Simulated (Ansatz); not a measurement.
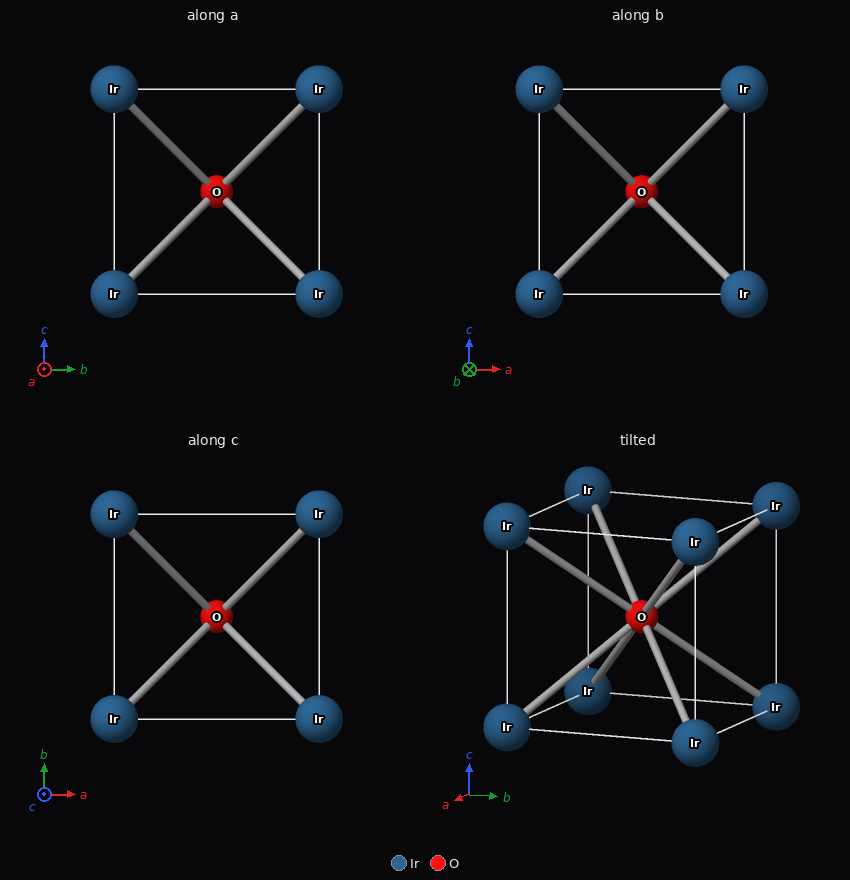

We look at a ball-and-stick model of the crystal along the a axis, along the b axis, along the c axis and slightly off an axis. The conventional unit cell is outlined; an atom on or near a face, edge or corner is repeated at each equivalent position.

Lattice parameters: a = 2.810 Å, b = 2.810 Å, c = 2.810 Å, α = 90.00°, β = 90.00°, γ = 90.00°.

**Convert the drawing into a table of Wyckoff sites.**

Space group Pm-3m (No. 221).
```
atom  site       x       y       z
  Ir    1a  0.0000  0.0000  0.0000
   O    1b  0.5000  0.5000  0.5000
```

Provenance: a structure type filled with these elements by a generator (whether the compound takes this form wasn't checked). Earlier steps of the study may have refined or changed the cell and positions. It was run through Ansatz as a DFT input.
